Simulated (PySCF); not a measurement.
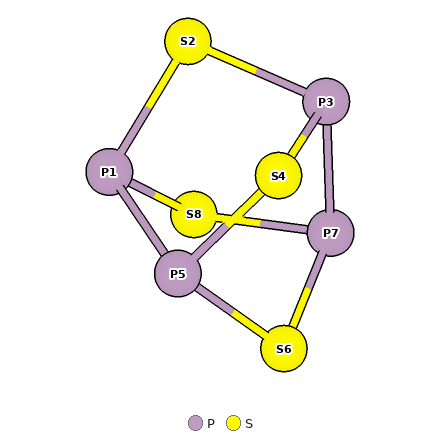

P₄S₄. Vertical core-electron binding energies by ΔSCF (SCAN, pcX-2 on the ionised atom, pcseg-1 elsewhere, spin-free X2C; PySCF, at a PBE0-D3(BJ)/def2-SVP geometry (no frequency check)), gas phase, against the vacuum level. One atom of each kind was ionised; within a panel, areas follow the number of like atoms and 2j + 1 (2p levels are split by first-order spin-orbit coupling, an approximation), Gaussians of 0.6 eV full width. Only the regions named are shown.

> Predict the S 2p photoelectron lines.

| level | atoms | binding energy (eV) |
| --- | --- | --- |
| S 2p1/2 | S2, S4, S6, S8 | 170.8 |
| S 2p3/2 | S2, S4, S6, S8 | 169.5 |

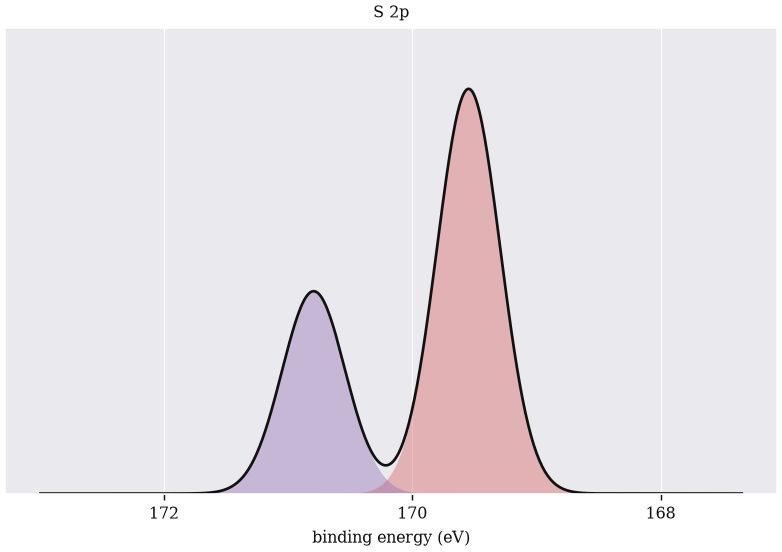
